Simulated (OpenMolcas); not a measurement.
# Cu²⁺ among point charges: CASSCF and CASPT2 levels and susceptibility

Aim: the splitting of the states of Cu²⁺ in the field of 4 point charges, its lowest levels with spin-orbit coupling and its magnetic susceptibility.

The numbers are computed with OpenMolcas 26.06 (state-averaged CASSCF and CASPT2, spin-orbit coupling by RASSI with atomic mean-field integrals), except any that are marked as measured or tabulated.

**1. Starting point**

| Quantity | Value |
| --- | --- |
| Species | Cu²⁺ (copper, Z = 29, 27 electrons) |
| Basis | ANO-RCC-VTZP [6s5p3d2f1g], 59 functions |
| Scalar Hamiltonian | DKH2, point nucleus |
| Inactive shells | 1s 2s 2p 3s 3p |
| Active space | 9 electrons in 5 orbitals (3d) |
| Some configurations of this space | 3d⁹ |
| Orbitals | optimised for each spin and parity, averaged over all roots |

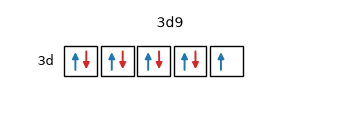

Occupation of the outer shells (arrows by Hund's rule).

The ion sits among 4 point charges of -2 e arranged as a tetrahedron (Td), 2 Å from the ion.

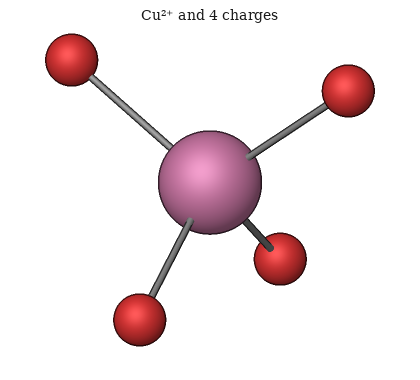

The ion and the point charges (red).

The work runs as a chain of OpenMolcas steps in one folder; each step below is one input file. Labels, J, g values, rates, χT and fits are worked out afterwards by a script from the matrices that RASSI stores.

**2. One- and two-electron integrals**

a.inp

```
&GATEWAY
Coord
1

Cu 0.0 0.0 0.0
Basis=ANO-RCC-VTZP
Group=NoSym
NoMove
AngMom=0.0 0.0 0.0
AMFI
XField
4 Angstrom 0
1.154701 1.154701 1.154701 -2.000000
1.154701 -1.154701 -1.154701 -2.000000
-1.154701 1.154701 -1.154701 -2.000000
-1.154701 -1.154701 1.154701 -2.000000
&SEWARD
```

Run with:

```console
$ OMP_NUM_THREADS=1 MOLCAS_MEM=1689 MOLCAS_PROJECT=a pymolcas a.inp > a.log
```

Standard output:

```text
Basis set label: CU.ANO-RCC...6S5P3D2F1G.

      Electronic valence basis set:
      ------------------
      Associated Effective Charge  29.000000 au
      Associated Actual Charge     29.000000 au
      Nuclear Model: Point charge

      Shell  nPrim  nBasis  Cartesian Spherical Contaminant
         s      21       6        X
         p      15       5        X
         d      10       3                 X
         f       6       2                 X
         g       4       1                 X
                  Relativistic Douglas-Kroll-Hess integrals:
                    - DKH order of Hamiltonian: 2
                    - DKH order of Properties : 0
                  Atomic mean-field integrals
```

**3. CASSCF: doublets, 5 roots**

a.inp

```
&RASSCF
FileOrb=start.orb
Symmetry=1
Spin=2
nActEl=9 0 0
Inactive=9
Ras2=5
CIRoot=5 5 1
SDav=5
CIMx=300
Iter=120 100
PrWF=0.3
OrbListing=Nothing
MaxOrb=0
>>> COPY $Project.JobIph JOB001
```

start.orb holds the contracted functions of the basis, ordered by shell, or the orbitals of the step before.

Standard output (excerpt; [...] marks lines left out):

```text
[...]
      Number of active orbitals                  5
[...]
      Spin quantum number                      0.5
[...]
      Active orbitals                            5
[...]
      Number of CSFs                             5
      Number of root(s) required                 5
[...]
      Convergence after 11 iterations
[...]
      Natural orbitals and occupation numbers for root  1
      sym 1:   2.000000   2.000000   2.000000   1.000000   2.000000
      Natural orbitals and occupation numbers for root  2
      sym 1:   2.000000   1.000000   2.000000   2.000000   2.000000
      Natural orbitals and occupation numbers for root  3
      sym 1:   1.000000   2.000000   2.000000   2.000000   2.000000
::    RASSCF root number  1 Total energy:  -1656.48296691
::    RASSCF root number  2 Total energy:  -1656.48296691
::    RASSCF root number  3 Total energy:  -1656.48296691
::    RASSCF root number  4 Total energy:  -1656.47837039
::    RASSCF root number  5 Total energy:  -1656.47837039
```

**4. RASSI: spin-orbit coupling between the states**

a.inp

```
&RASSI
NrOfJobIphs=1 5
1 2 3 4 5
IphNames
JOB001
EJob
SpinOrbit
DIPRint=1.0
SOCoupling=1000.0
Subsets=2
Property=9
'ANGMOM' 1 'ANGMOM' 2 'ANGMOM' 3 'MLTPL  1' 1 'MLTPL  1' 2 'MLTPL  1' 3
'AMFI' 1 'AMFI' 2 'AMFI' 3
SOProperty=3
'ANGMOM' 1 'ANGMOM' 2 'ANGMOM' 3
```

Standard output (excerpt; [...] marks lines left out):

```text
SPIN-FREE ENERGIES:
  (Shifted by EMIN (a.u.) =      -1656.4829669123)
 SF State       Relative EMIN(au)   Rel lowest level(eV)    D:o, cm**(-1)      L_eff
     1             0.0000000000        0.0000000000              0.0000         2.0
     2             0.0000000000        0.0000000000              0.0000         2.0
     3             0.0000000000        0.0000000000              0.0000         2.0
     4             0.0045965226        0.1250777521           1008.8201         2.0
     5             0.0045965226        0.1250777521           1008.8201         2.0
     Dipole printing threshold changed to   1.00000000E+00
[...]
Eigenvalues of complex Hamiltonian:
   -----------------------------------
  (Shifted by EMIN (a.u.) =      -1656.4829669123)
 SO State       Relative EMIN(au)   Rel lowest level(eV)    D:o, cm**(-1)     J-value
     1            -0.0037251930        0.0000000000              0.0000         2.0
     2            -0.0037251930        0.0000000000              0.0000         2.0
     3            -0.0015314250        0.0596954683            481.4764         1.3
     4            -0.0015314250        0.0596954683            481.4764         1.3
     5            -0.0015314250        0.0596954683            481.4764         2.4
     6            -0.0015314250        0.0596954683            481.4764         2.4
     7             0.0079905441        0.3188014451           2571.3071         0.9
     8             0.0079905441        0.3188014451           2571.3071         0.9
     9             0.0079905441        0.3188014451           2571.3071         1.5
    10             0.0079905441        0.3188014451           2571.3071         1.5
Weights of the five most important spin-orbit-free states for each spin-orbit state.
[...]
```

Time for these steps: 2 s (1 thread, shared host).

States without spin-orbit coupling:

| state | degeneracy | E (cm-1) | free-ion L (%) |
| --- | --- | --- | --- |
| 2T2 | 3 | 0 | D (100) |
| 2E | 2 | 1009 | D (100) |

With spin-orbit coupling:

```
E (cm-1)  Degeneracy  Label  2S+1               g
     0.0           2     Γ7     2  2.00 2.00 2.00
   481.5           4     Γ8     2                
    2571           4     Γ8     2
```

Principal g values are given for doublets only; a zero marks a field direction without first-order Zeeman splitting.

Powder χT (cm³ K/mol): 0.38 at 2 K, 0.39 at 5 K, 0.41 at 10 K, 0.45 at 20 K, 0.55 at 50 K, 0.73 at 100 K, 0.90 at 150 K, 1.05 at 200 K, 1.17 at 250 K, 1.25 at 300 K.

A ligand-field fit to the states below 45000 cm-1 gives 10Dq = -1009 cm-1, the gap between the two states.

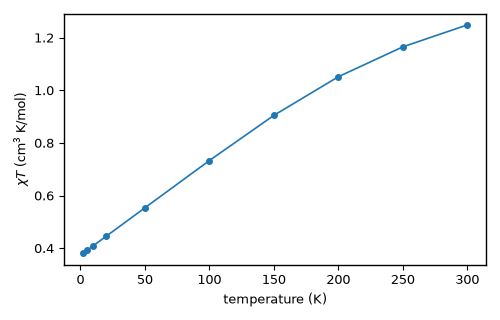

χT against temperature.

**5. CASPT2: IPEA 0.25, imaginary shift 0.1 (closed shells correlated: 3s 3p)**

a.inp

```
>>> COPY JOB001 $Project.JobIph
&CASPT2
Multistate=5 1 2 3 4 5
NoMult
Frozen=5
IPEA=0.25
Imaginary=0.1
MaxIter=60
WThr=0.0 0.3 0.05
PrWF=0.5
NoMix
```

Run with:

```console
$ OMP_NUM_THREADS=1 MOLCAS_MEM=1689 MOLCAS_PROJECT=a pymolcas a.inp > a.log
```

Standard output:

```text
Orbital specifications:
      -----------------------

      Symmetry species                           1
                                                 a
      Frozen orbitals                            5
      Inactive orbitals                          4
      Active orbitals                            5
      Secondary orbitals                        45
      Deleted orbitals                           0
      Number of basis functions                 59
Type of calculation                        SS-CASPT2
      Fock operator                              state-specific
      IPEA shift                                 0.25
      Real shift                                 0.00
      Imaginary shift                            0.10
      The input orbitals will be transformed to quasi-canonical
Reference energy:       -1656.4829669123
      E2 (Non-variational):      -0.7231710946
      Shift correction:          -0.0001240145
      E2 (Variational):          -0.7232951092
      Total energy:           -1657.2062620215
      Residual norm:              0.0000000868
      Reference weight:           0.93059
      Contributions to the CASPT2 correlation energy
      Active & Virtual Only:         -0.3543776969
      One Inactive Excited:          -0.2836724015
      Two Inactive Excited:          -0.0851209962
Reference energy:       -1656.4829669123
      E2 (Non-variational):      -0.7231646822
      Shift correction:          -0.0001240578
      E2 (Variational):          -0.7232887400
      Total energy:           -1657.2062556523
      Residual norm:              0.0000000871
      Reference weight:           0.93059
      Contributions to the CASPT2 correlation energy
      Active & Virtual Only:         -0.3543780163
      One Inactive Excited:          -0.2836656820
      Two Inactive Excited:          -0.0851209839
::    CASPT2 Root  1     Total energy:  -1657.20626202
::    CASPT2 Root  2     Total energy:  -1657.20625565
::    CASPT2 Root  3     Total energy:  -1657.20617532
::    CASPT2 Root  4     Total energy:  -1657.20055122
::    CASPT2 Root  5     Total energy:  -1657.20054728
```

Time for this run: 1.2 s (1 thread, shared host).

SS-CASPT2: lowest energy less the reference's lowest, -0.7233 hartree; reference weights 0.931.

Spin-free states, with their symmetry labels:

| state | degeneracy | E (cm-1) | free-ion L (%) |
| --- | --- | --- | --- |
| 2T2 | 3 | 0 | D (100) |
| 2E | 2 | 1247 | D (100) |

With spin-orbit coupling:

| E (cm-1) | Degeneracy | Label | 2S+1 | g |
| --- | --- | --- | --- | --- |
| 0 | 2 | Γ7 | 2 | 2.00 2.00 2.00 |
| 560 | 4 | Γ8 | 2 |  |
| 2730 | 4 | Γ8 | 2 |  |

Powder χT (cm³ K/mol): 0.38 at 2 K, 0.39 at 5 K, 0.40 at 10 K, 0.44 at 20 K, 0.53 at 50 K, 0.68 at 100 K, 0.83 at 150 K, 0.97 at 200 K, 1.08 at 250 K, 1.17 at 300 K.

A ligand-field fit to the states below 45000 cm-1 gives 10Dq = -1247 cm-1, the gap between the two states.

**6. The methods side by side**

A. CASSCF
B. SS-CASPT2, IPEA 0.25, imaginary shift 0.1 (closed shells correlated: 3s 3p)

| method | ground state | first state of that spin (cm-1) | first gap with spin-orbit (cm-1) | χT at 300 K |
| --- | --- | --- | --- | --- |
| A | 2T2 | 2E 1009 | 481.5 | 1.25 |
| B | 2T2 | 2E 1247 | 560.4 | 1.17 |

**7. Summary of results**

```
                                            quantity                                                                        value
                                              method  SS-CASPT2, IPEA 0.25, imaginary shift 0.1 (closed shells correlated: 3s 3p)
                              spin-free ground state                                              2T2, 3-fold in its orbital part
first state of the same spin within the active space                                                              2E at 1250 cm⁻¹
                                        lowest level                                              2-fold Γ7, g = 2.00, 2.00, 2.00
                                          next level                                                                   560.4 cm⁻¹
                                         χT at 300 K                                                               1.17 cm³ K/mol
                           effective moment at 300 K                                                                      3.06 μB
```

Cost by method:

| method | time of its own steps | time with the reference |
| --- | --- | --- |
| A. CASSCF | 2 s | 2 s |
| B. SS-CASPT2, IPEA 0.25, imaginary shift 0.1, +3s 3p | 1.2 s | 3.2 s |

Times are of one thread on a shared host.

The spin-free ground state (2T2) comes to 100 % from free-ion D terms and keeps the highest spin of the shell. χT at 300 K is 1.17, against 0.38 cm³ K/mol for the spin alone, so orbital moment adds to it. A ligand-field fit to the states below 45000 cm-1 gives 10Dq = -1247 cm-1, the gap between the two states. CASPT2 does not keep the components of a term degenerate, and the means are used. The field of point charges can differ much from that of real complexes. Point charges carry no covalency, so the field is a model and not that of real ligands.
